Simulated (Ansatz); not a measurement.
**Effect of Cu → Pd on CuI**

Take CuI in the zinc blende structure (space group F-43m, No. 216; a = 5.9390 Å) as the base.

It is then changed as follows: Pd takes the place of Cu on all its sites, then cell and atoms are relaxed.

Level of theory: PBEsol/PAW in Ansatz (a quantum-chemistry and plane-wave program), no spin-orbit coupling, earlier PAW set. k-mesh 13×13×13 (Γ-centred); smearing 0.05 eV (Fermi–Dirac), for the changed cell.

```csv
quantity,base,changed,shift
lattice parameter a,5.939 Å,6.071 Å,+0.132 Å
shortest interatomic distance,2.572 Å,2.629 Å,+0.057 Å
band gap,1.17 eV,zero,–
```

Final structure:

```
CELL_PARAMETERS angstrom
      0.00000     3.03531     3.03531
      3.03531     0.00000     3.03531
      3.03531     3.03531     0.00000
ATOMIC_POSITIONS crystal
  I  0.75000 0.75000 0.75000
  Pd 0.00000 0.00000 0.00000
```

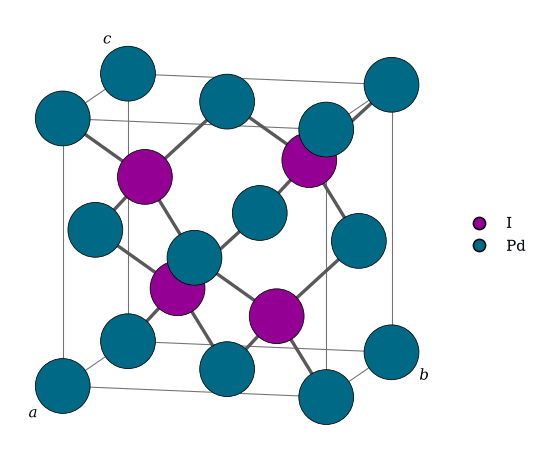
Fig. 1. The relaxed conventional cell after the change

Spin-orbit coupling, missing from the scalar runs, can matter with I. Stability against distortions was not tested. As relaxed here, PdI is a hypothetical phase, not in the database extracts checked. All final runs are without spin polarisation. An odd electron count without spin: PdI. PdI has a high density of states at the Fermi level and may be magnetic at this level.
